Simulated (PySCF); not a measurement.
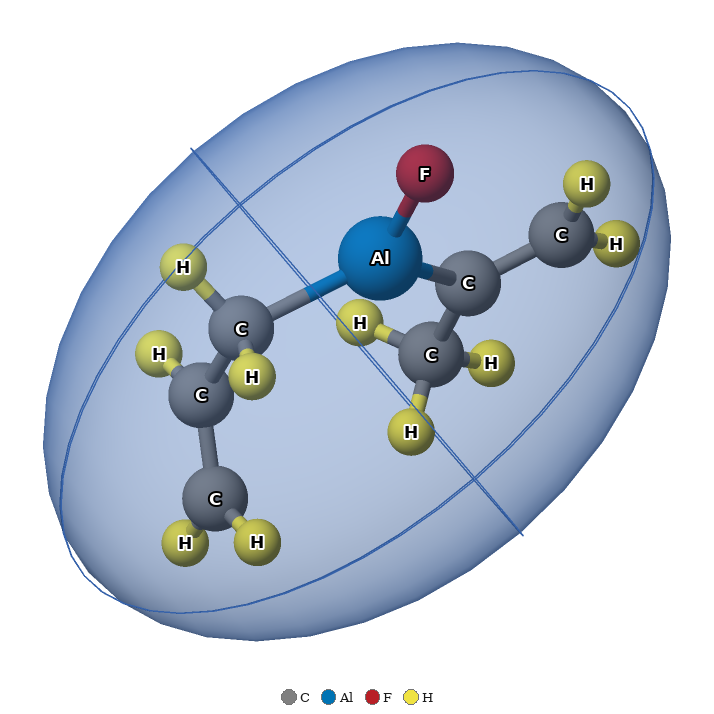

The ellipsoid shows the static dipole polarisability: its half-axes are proportional to the principal values. The computed structure is the end point of a GFN2-xTB optimisation. No frequency run is at hand to confirm it as a minimum. Level of theory: PBE0/def2-SVPD (PySCF 2.14.0).

> Give the principal values, the mean and the anisotropy.

Principal values 75.8, 97.9, 119.2 bohr³; mean 97.6 bohr³ (14.47 Å³); anisotropy 37.6 bohr³, so the longest axis is 1.57 times the shortest.

The geometry is semi-empirical. Around Al such bond lengths and angles can be off by a tenth of an ångström or more and by several degrees, and values that hang on the shape move with them.
